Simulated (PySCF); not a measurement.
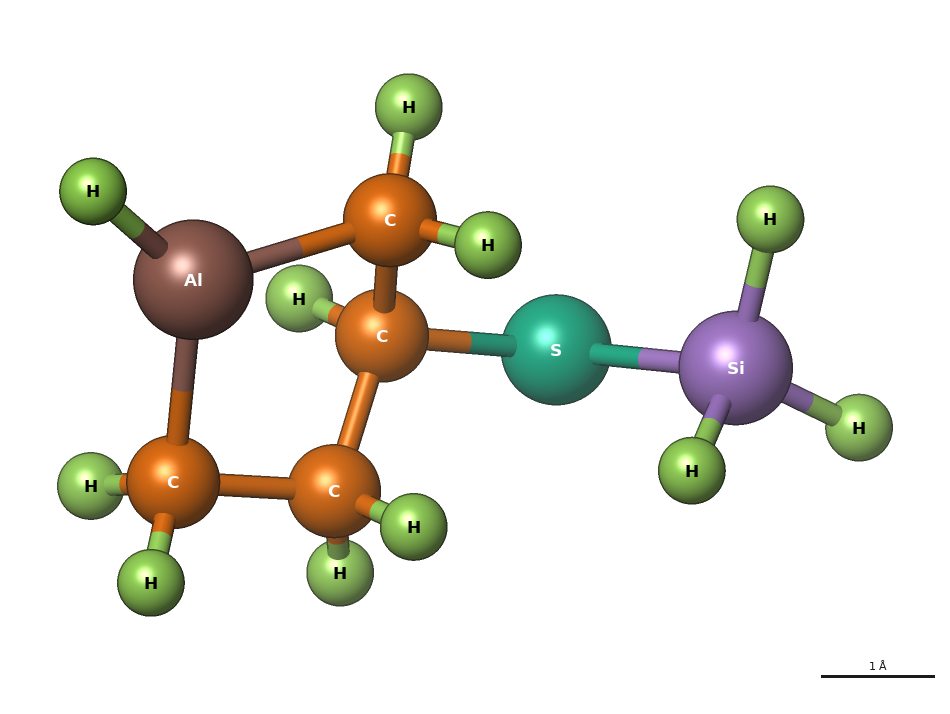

Rendered structure (ball-and-stick style). Every bond is drawn as one stick, whatever its order.

Computed geometry: GFN2-xTB optimisation. No frequency run is at hand to confirm it as a minimum.

> Give the formula.

C₄H₁₁AlSSi, 18 atoms: 4 carbon, 11 hydrogen, 1 aluminium, 1 sulfur and 1 silicon.

> Name functional groups in it.

Among them: Si–H bond.

> Write the SMILES.

[SiH3]S[C@H]1C[CH2][AlH][CH2]1

More results for the same structure follow; atom numbers are the same in all pictures, views and colours differ.

Geometry

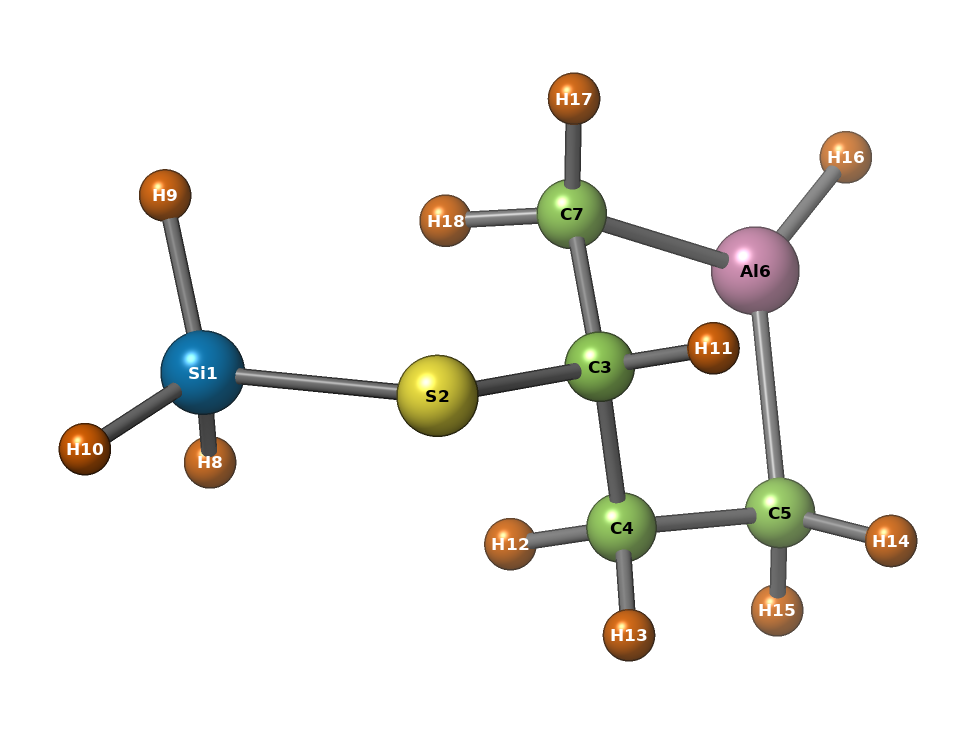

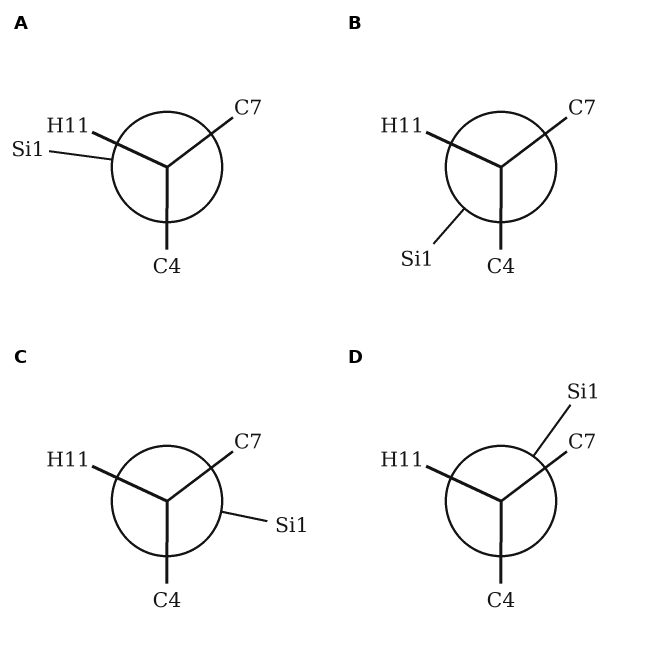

Distant atoms are faded towards the background colour. Bonds that would overlap in a projection are set slightly apart. No frequency run is at hand to confirm it as a minimum.

> Which Newman projection shows the view along C3–S2, with C3 in front?

C. The torsion angle C4–C3–S2–Si1 is −79°, synclinal (gauche).

Bond orders

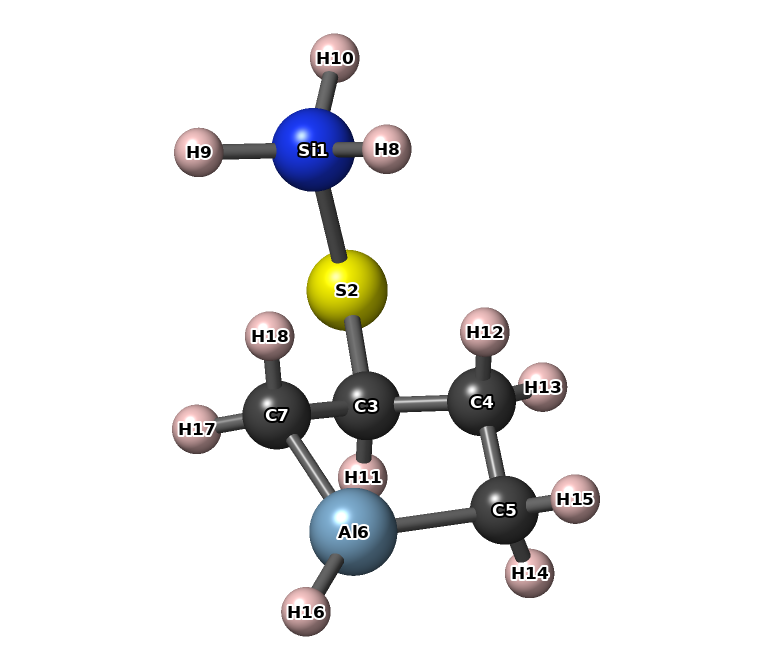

The thickness of each stick grows with its Mayer bond order. No frequency run is at hand to confirm it as a minimum. Computed with PBE0/pcSseg-1 (PySCF 2.14.0).

List the Mayer bond orders of Si1–S2, S2–C3, C3–C4, C3–C7, C4–C5, C5–Al6, Al6–C7 (bonds between heavy atoms, one of each equivalent set).

```tsv
bond	Mayer order	length (Å)
Si1–S2	0.98	2.135
S2–C3	1.00	1.852
C3–C4	0.95	1.532
C3–C7	0.97	1.528
C4–C5	1.00	1.548
C5–Al6	0.86	1.998
Al6–C7	0.82	2.005
```

Polarisability

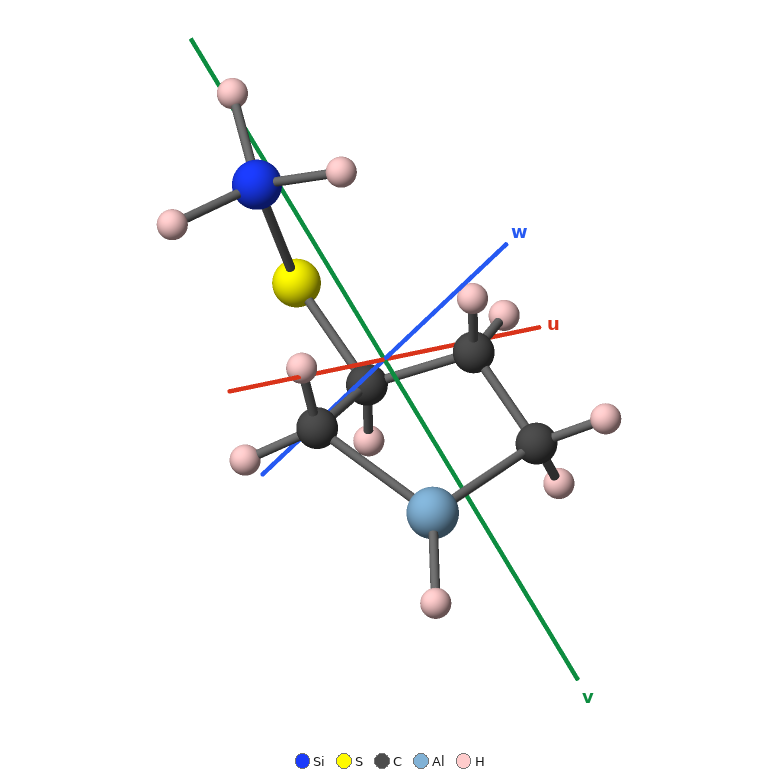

The lines u, v and w are the principal axes of the static dipole polarisability. No frequency run is at hand to confirm it as a minimum. Computed with PBE0/def2-SVPD (PySCF 2.14.0).

> Along which axis is the molecule most polarisable, and along which least?

Most along v, least along w.

> Give the three principal values.

u 112.4, v 151.3, w 101.6 bohr³; mean 121.8, anisotropy 45.3 bohr³.

NMR shielding

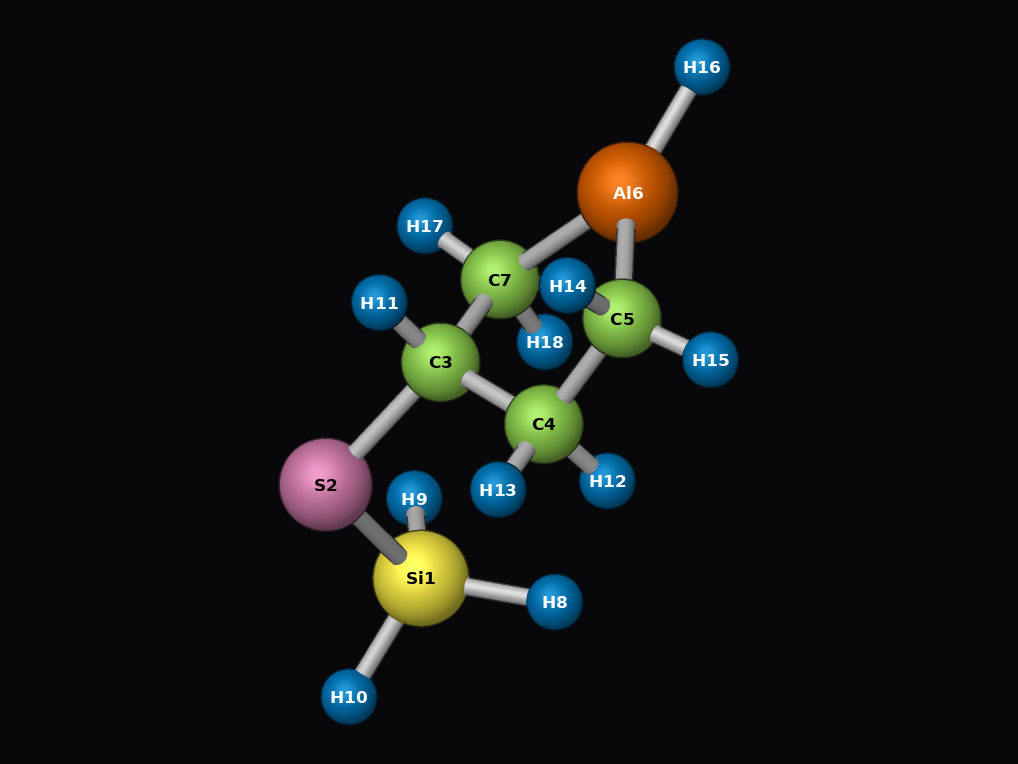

No frequency run is at hand to confirm it as a minimum. Method: GIAO PBE0/pcSseg-1 NMR shielding, non-relativistic, gas phase (PySCF 2.14.0). Principal shieldings σ11 ≤ σ22 ≤ σ33, span Ω = σ33 − σ11, skew κ = 3(σiso − σ22)/Ω.

Give the shielding tensors of the Al atoms.

```csv
atom,σ11,σ22,σ33,σiso,Ω,κ
Al6,192.8,226.9,327.0,248.9,134.2,0.49
```

Shieldings and span in ppm.

The geometry is semi-empirical. Around Al, Si such bond lengths and angles can be off by a tenth of an ångström or more and by several degrees, and values that hang on the shape move with them.
